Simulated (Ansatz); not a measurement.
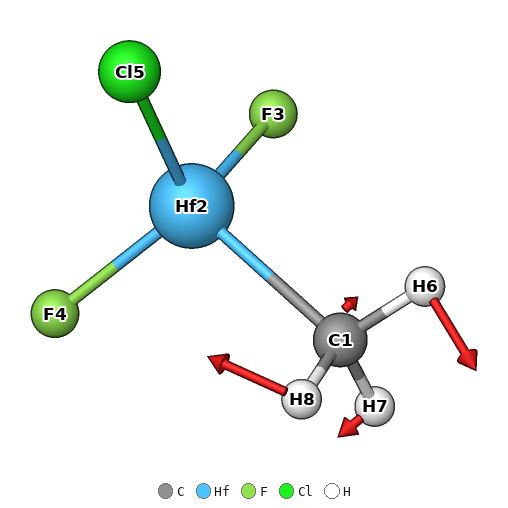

The arrows show one normal mode. Charge 0, singlet. Harmonic vibrations computed with RKS PBE0-D4/def2-TZVP, core potentials on Hf (Ansatz 0.2.0) at a stationary point of the same level.

**Describe the motion.**

Mostly H–C–Hf bending.

**At what wavenumber does it lie?**

535 cm⁻¹; it is mode 10 of 18 counted from the lowest.
